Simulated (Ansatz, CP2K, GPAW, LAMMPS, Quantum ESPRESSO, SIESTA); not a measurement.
**GPAW runs on ionic liquid MMIM+ methanesulfonate with Li salt at 400 K (210 atoms)**

How near does GPAW come to plane waves for ionic liquid MMIM+ methanesulfonate with Li salt at 400 K (210 atoms)?

Method: the method is named at each step, in GPAW 26.7.0.

## 1. The structure

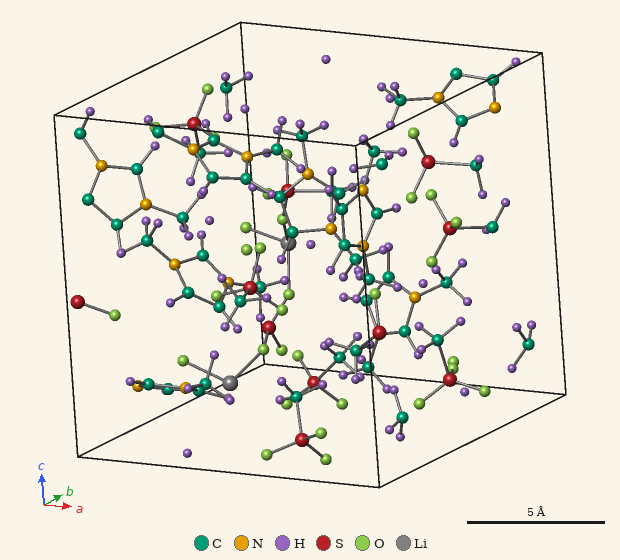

The cell as given, slightly off an axis (carbon teal, nitrogen orange, hydrogen purple, sulfur red, oxygen green, lithium grey). Bonds to atoms that aren't drawn are left out. Some periodic images of atoms are drawn too.

The cell holds 210 atoms: 50 C, 16 N, 102 H, 10 S, 30 O and 2 Li. Cell: a = 13.042 Å, b = 13.042 Å, c = 13.042 Å, α = 90.0°, β = 90.0°, γ = 90.0°. 8 MMIM+, 10 methanesulfonate, 2 Li+ placed at random, at 1.3 g/cm³; overlaps pushed apart, then 10 ps at 700 K with Joung-Cheatham ions (J. Phys. Chem. B 112, 9020 (2008)); MMFF94 bonds, angles, torsions, charges and radii (Halgren, J. Comput. Chem. 17, 490 (1996)) in harmonic and 12-6 forms; charges of ions scaled by 0.8. Snapshot after 30 ps at 400 K and fixed volume.

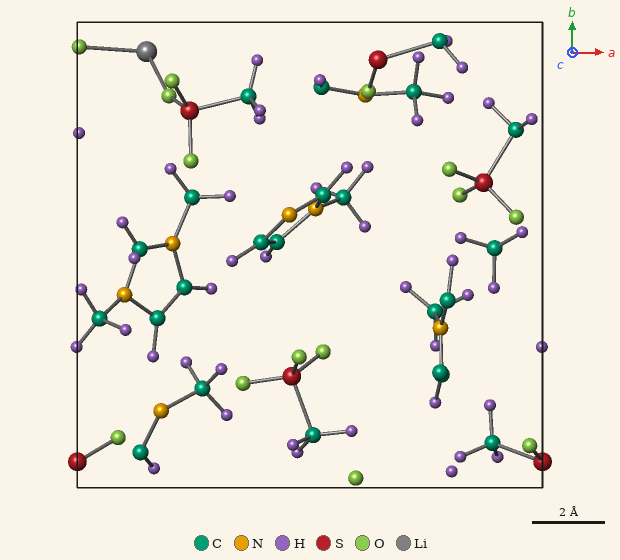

A slice 6 Å thick through the middle of the cell. Bonds to atoms that aren't drawn are left out.

The yardstick, on the same geometry:

- method: Kohn-Sham DFT, PBE, SSSP efficiency 1.3.0 pseudopotentials, plane waves (Quantum ESPRESSO 7.5); sssp-pbe-1.3.0-efficiency, cutoffs 60/480 Ry, Γ point
- r.m.s. force component: 1.152 eV/Å
- longest force: 5.15 eV/Å
- pressure: 3.919 GPa
- gap (highest filled to lowest empty level): 2.381 eV
- time: 6.4 min on 4 MPI ranks of Arm Neoverse V2, shared host
- CPU time: 26 min

## 2. PBE, LCAO dzp, h 0.18 Å

Method: Kohn-Sham DFT, PBE, PAW, atomic orbitals (dzp).

Contents of run.py:

```python
import numpy as np
from ase.io import read
from gpaw import GPAW, FermiDirac
from ase.parallel import parprint as print

atoms = read("structure.xyz")
atoms.calc = GPAW(
    mode="lcao",
    basis="dzp",
    h=0.18,
    xc="PBE",
    kpts={"size": (1, 1, 1), "gamma": True},
    occupations=FermiDirac(0.05),
    maxiter=200,
    symmetry={"point_group": False},
    txt="gpaw.txt",
)
energy = atoms.get_potential_energy(force_consistent=True)
forces = atoms.get_forces()
print(f"energy {energy:.6f} eV")
print("forces (eV/A)")
for i, (a, f) in enumerate(zip(atoms, forces)):
    print(f"{i:4d} {a.symbol:2s} {f[0]:10.5f} {f[1]:10.5f} {f[2]:10.5f}")
print(f"Fermi level {atoms.calc.get_fermi_level():.4f} eV")
for k in range(len(atoms.calc.get_ibz_k_points())):
    for s in range(atoms.calc.get_number_of_spins()):
        e = atoms.calc.get_eigenvalues(kpt=k, spin=s)
        n = np.searchsorted(e, atoms.calc.get_fermi_level())
        print(f"k {k} spin {s} levels about the Fermi level:", np.round(e[max(n - 6, 0):n], 4).tolist(), "|", np.round(e[n:n + 6], 4).tolist())
```

Contents of structure.xyz:

```xyz
210
Lattice="13.04169 0.00000 0.00000 0.00000 13.04169 0.00000 0.00000 0.00000 13.04169" Properties=species:S:1:pos:R:3 pbc="T T T"
C 4.08674 2.63938 2.43658
N 2.82848 3.22756 2.01025
C 2.55774 4.51529 1.54101
C 1.20518 4.56720 1.46106
N 0.63370 3.43401 1.83340
C 12.28749 3.05815 1.77432
C 1.59995 2.63925 2.20183
H 4.91463 2.92329 1.81201
H 4.30206 3.02972 3.45357
H 4.02049 1.52809 2.55448
H 3.42592 5.12460 1.15967
H 0.57736 5.38126 1.12758
H 12.34500 2.03646 1.59213
H 11.78917 3.39449 2.68815
H 11.84838 3.50156 0.88005
H 1.45311 1.64782 2.56700
C 5.59671 7.97278 10.57968
N 5.94818 7.64752 9.25204
C 5.15434 6.87558 8.51675
C 5.59267 6.88171 7.20619
N 6.68074 7.82280 7.17789
C 7.45880 8.13254 5.99970
C 6.89475 8.20492 8.44189
H 6.00883 7.26005 11.26893
H 5.98574 8.91999 10.77178
H 4.48295 8.06850 10.68297
H 4.34132 6.35417 8.96355
H 5.28762 6.47820 6.25284
H 6.70434 8.39246 5.18851
H 8.13475 8.98742 6.19154
H 8.06316 7.31743 5.84033
H 7.55570 8.97307 8.79871
C 9.37241 8.93486 12.02652
N 10.37466 9.96176 11.93249
C 10.43127 11.18847 12.51520
C 11.71535 11.65327 12.26258
N 12.35987 10.65167 11.54503
C 0.72512 10.64202 11.26724
C 11.47656 9.70615 11.21377
H 9.66780 8.15119 12.79716
H 8.38215 9.26299 12.35909
H 9.19478 8.42663 11.18807
H 9.74032 11.33779 0.27596
H 12.33287 12.32283 12.83550
H 0.91566 10.30398 10.24373
H 1.02951 11.72161 11.44252
H 1.20297 9.89486 11.93236
H 11.63567 8.83248 10.63628
C 3.99493 0.75681 12.54376
N 5.00579 1.49497 11.77899
C 6.04430 1.04086 10.92424
C 6.80346 2.12684 10.64841
N 6.16755 3.28872 11.10656
C 6.62805 4.61232 11.07787
C 5.06031 2.81401 11.76895
H 3.15818 1.44658 12.76377
[... 150 atom lines left out ...]
H 7.53940 2.23782 2.25100
H 8.34681 1.18066 3.31468
Li 1.94504 12.22215 5.01427
Li 1.61026 8.15301 0.74220
```

Launch:

```
$ OMP_NUM_THREADS=1 mpirun -np 4 gpaw python run.py > output.txt
```

The program printed:

```text
energy -1145.029132 eV
forces (eV/A)
   0 C    -0.29073   -0.47491    1.46044
   1 N    -1.71006   -0.55136    0.00060
   2 C     2.24022   -0.44301   -0.37914
   3 C    -0.60001    3.77444   -1.59036
   4 N    -0.45906   -0.11784    0.42535
   5 C     0.12157    1.94591   -0.09389
   6 C     2.81715   -1.74485    0.49680
   7 H     0.79768    0.47185   -0.93728
   8 H     0.26191   -0.01041    0.29524
   9 H    -0.27075    0.27223   -0.26721
  10 H    -0.63274    0.10950    0.41819
  11 H    -0.28941    0.77911   -0.36923
  12 H    -0.82427   -2.90832    0.13088
  13 H    -0.51745   -0.17542    0.27061
  14 H    -0.50091    0.52889   -0.25359
  15 H    -0.05086   -1.31397    0.57730
  16 C    -1.45078   -0.28934    0.58016
  17 N     1.19956    0.67428   -1.31900
  18 C    -0.55578   -1.53222   -2.64158
  19 C     1.31935    1.66714    0.25530
  20 N    -1.48779   -1.61926    1.02169
  21 C    -2.00870    2.88479    0.13268
  22 C    -0.43088    0.42812    0.82096
  23 H     0.27448   -0.73743    1.18581
[...]
202 O    -4.04681   -3.61260   -1.49748
 203 O     4.36105   -2.45073    2.31819
 204 O     0.23414    2.13509   -2.70028
 205 H     0.29953    0.30307    0.14386
 206 H    -2.41179    1.11359   -0.82847
 207 H    -0.19683   -0.97347    1.63896
 208 Li    0.02768   -0.14316   -0.02404
 209 Li   -0.16813    0.13943    0.33638
Fermi level 1.9620 eV
k 0 spin 0 levels about the Fermi level: [0.2402, 0.3413, 0.5978, 0.7173, 0.7573, 0.9564] | [2.9689, 3.0957, 3.1896, 3.3877, 3.4405, 3.4829]
```

gpaw.txt:

```text
Input parameters:
  mode=LCAO(),
  basis={'default': 'dzp'},
  h=0.18,
  kpts=MonkhorstPack(size=(1, 1, 1), gamma=True),
  maxiter=200,
  occupations=Occupations(name='fermi-dirac', width=0.05, fixmagmom=False),
  symmetry=Symmetry(point_group=False),
  xc=XC(name='PBE')
Unit cell  # Å
| periodic |         x |         y |         z |   lengths |    angles |
|----------|-----------|-----------|-----------|-----------|-----------|
|      yes | 13.041690 |  0.000000 |  0.000000 | 13.041690 | 90.000000 |
|      yes |  0.000000 | 13.041690 |  0.000000 | 13.041690 | 90.000000 |
|      yes |  0.000000 |  0.000000 | 13.041690 | 13.041690 | 90.000000 |
Number of symmetries: 1
Symmetry operations  # r_c * U_cc + t_c -> r_c
|   | kind |            matrix            |
|---|------|------------------------------|
| 0 |  E   |  1, 0, 0,  0, 1, 0,  0, 0, 1 |
BZ-sampling:
  Number of BZ points: 1
  Number of IBZ points: 1
  Monkhorst-Pack size: [1, 1, 1]
  Monkhorst-Pack shift: [0, 0, 0]
[... lines left out ...]
eigensolver:
density mixing:
  MSR1-Mixer
occupation numbers:
  Fermi-Dirac:
    width: 0.0500  # eV
FastPoissonSolver using
    Stencil: 6*3+1=19 point O(h^6) finite-difference Laplacian
xc functional:
  name: PBE with 2 nearest neighbor stencil
interpolation: tri-quintic # 5. degree polynomial
Initialization done in: 5.669 s
convergence criteria:
- Maximum [total energy] change in last 3 cyles: 0.0005 eV / valence electron
- Maximum integral of absolute [dens]ity change: 0.0001 electrons / valence electron
- Maximum integral of absolute [eigenst]ate change: 4e-08 eV^2 / valence electron
maximum number of iterations: 200
SCF iterations
|iter     |      energy | eigst |  dens |
|---------|-------------|-------|-------|
|iter:   1|-1210.740348 |      c|       |
|iter:   2|-1196.037214 |      c| -0.77 |
|iter:   3|-1145.613872 |      c| -0.81 |
|iter:   4|-1145.157560 |      c| -1.39 |
|iter:   5|-1145.067442 |      c| -1.80 |
|iter:   6|-1145.030199c|      c| -2.47 |
|iter:   7|-1145.029169c|      c| -2.86 |
|iter:   8|-1145.029139c|      c| -3.28 |
|iter:   9|-1145.029136c|      c| -3.77 |
|iter:  10|-1145.029132c|      c| -4.19c|
Converged in 10 steps
SCF loop duration: 63.358 s (6.336 s/step)
Energy contributions relative to reference atoms: (reference = -246570.290040)
Energy contributions:
  Kinetic:        1041.405336
  Coulomb:       -1012.515720
  Zero:              7.559476
  External:          0.000000
  Xc:            -1181.478224
  Entropy:          -0.000000
  Spinorbit:         0.000000
  ----------------------------
  Free energy:   -1145.029132
  Extrapolated:  -1145.029132
dipole moment: (-49.146321, -6.987750, 1.839391)  # |e|*Ang
Fermi level: 1.962
Eigenvalues  # (at kpt = [0.000, 0.000, 0.000])
| band index |      eig [eV] | occ [0-2] |
|------------|---------------|-----------|
|          0 |       -23.362 |     2.000 |
|        ... |               |           |
|        304 |         0.071 |     2.000 |
|        305 |         0.203 |     2.000 |
[...]
|        319 |         3.630 |     0.000 |
|        ... |               |           |
|        378 |         7.843 |     0.000 |
Gap: 2.012 eV
Transition (v -> c):
  (s=0, k=0, n=311, [0.00, 0.00, 0.00]) -> (s=0, k=0, n=312, [0.00, 0.00, 0.00])
No difference between direct/indirect transitions
Force computation time: 8.709  # s
timing:  # [seconds]
  Total:  77.741  # ━━━━━━━━━━━━━━━━━━━━━━━━━━━━━━━━━━━━━━━━━━━━━━━━━━━━━━━━━
  Init:    5.668  # ━━━━
  SCF:    63.357  # ━━━━━━━━━━━━━━━━━━━━━━━━━━━━━━━━━━━━━━━━━━━━━━╸
  Forces:  8.709  # ━━━━━━╸
```

The job ended after 80 s (4 MPI ranks of Arm Neoverse V2, shared host; peak memory 3.6 GiB; 5.3 min of CPU time).

Banners, paths, timers and routine set-up lines are dropped from the logs unmarked, and long logs keep their key lines alone; longer cuts are marked.

Against the reference:

```
r.m.s. force component                           : 1.45 eV/Å
r.m.s. difference of force components            : 497.2 meV/Å
longest difference of force vectors              : 2076 meV/Å
force difference over r.m.s. force               : 43.15 %
slope of forces against the reference's          : 1.198
correlation of force components                  : 0.9525
gap (highest filled to lowest empty level) : 2.013 eV
gap difference                                   : -0.3685 eV
```

This run lies far from the reference in forces at the same functional. Basis and potentials both differ; the latter hold 624 valence electrons against the reference's 628.

Length of the force difference by element (eV/Å):

```
element  atoms  mean  most
      C     50  0.29  0.58
      H    102  0.60  0.90
     Li      2  0.11  0.16
      N     16  0.52  0.81
      O     30   1.8   2.1
      S     10  0.85   1.0
```

Levels nearest the highest filled one (eV from it): -0.72, -0.62, -0.36, -0.24, -0.20, 0.00, 2.01, 2.14, 2.23, 2.43, 2.48, 2.53.

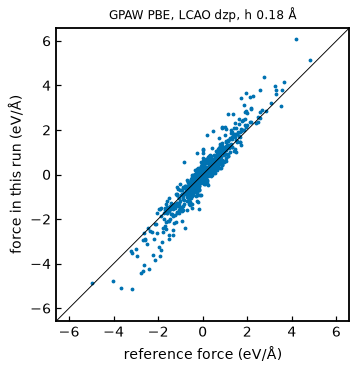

Force components against those of the reference; the line marks equality.

A closer look about Li210, one of the 2 Li atoms: 10 atoms, nearest first, numbered in the order of the input, with positions taken from that point.

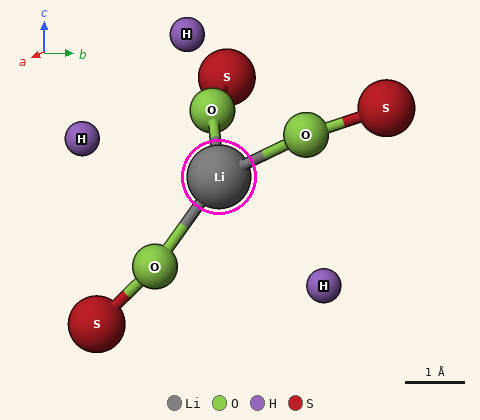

The atoms of the table, within 3.3 Å (arrows a, b, c point along x, y, z); some may hide others; the central atom is ringed.

```
 atom      x      y      z  distance (Å)  bonds     Fx     Fy  Fz (eV/Å)
Li210   0.00   0.00   0.00          0.00      3  -0.17   0.14       0.34
 O133   0.53  -0.97  -1.51          1.87      2   0.36   1.15       2.04
 O196  -1.59  -0.62   0.89          1.92      2   6.08   0.06      -1.78
 O148   0.45   1.70   0.86          1.96      2   2.10  -4.32      -1.09
  H47  -0.41   1.74  -1.85          2.57      1   0.36   0.35       0.28
  H12  -1.03  -2.77   0.39          2.98      1  -0.29   0.78      -0.37
 H125   1.55  -0.07   2.66          3.08      1   0.29   0.41       1.31
 S146  -0.06   2.97   1.30          3.24      4  -2.14  -0.19       0.52
 S130   0.51  -2.02  -2.55          3.30      4  -0.85   0.84      -2.09
 S194  -2.95  -0.80   1.26          3.30      4  -3.51   0.50       2.82
```

Atoms are counted from 1 here, from 0 in the log.

Forces lie 43 % from the reference's, at 0.21 times its CPU time.

## 3. Summary of results

- force difference from the reference: GPAW PBE, LCAO dzp, h 0.18 Å, 43 %
- its CPU time: 5.3 min

**Reading.** The PBE run in local orbitals differs by 43 % (GPAW PBE, LCAO dzp, h 0.18 Å); basis, grid and potentials can all enter, and differences of this size make the forces unusable. One electronic-structure run takes under half the reference's CPU time: GPAW PBE, LCAO dzp, h 0.18 Å, at 43 % in 5.3 min against 26 min. At the same functional, the gap of GPAW PBE, LCAO dzp, h 0.18 Å lies 0.37 eV below the reference's 2.38 eV. The potentials hold different valence shells: 628 electrons in the reference, 624 in GPAW; this bears on time and differences. The network of contacts between molecules at the start is that of the classical potential that made the cell, and needn't be the one that DFT or experiment would give. The reference's PBE has no dispersion term, which matters for the binding between molecules or layers. The density was typed from a rule of thumb and may lie off the real one at this temperature. The electronic-structure runs sample only Γ, in a cell whose shortest periodic width is 13 Å.

[Also dropped from logs without a mark: logging warnings of Python, and SIESTA's first energy breakdown and zero terms.]

[Logs are printed without paths, hosts, clocks, repeated set-up lines and the standing remarks that a program may print on its own settings, such as how far it seeks lower states.]

[Hosts, paths, dates, database ids (printed as entryN), source tags and the programs' standing remarks are cut or masked in the printed files.]

[The MMFF94 radii named for the starting cell were scaled by 0.96; in molecules described by MMFF94, hydrogen bound to N, O or S took a small fixed 12-6 site in their place.]
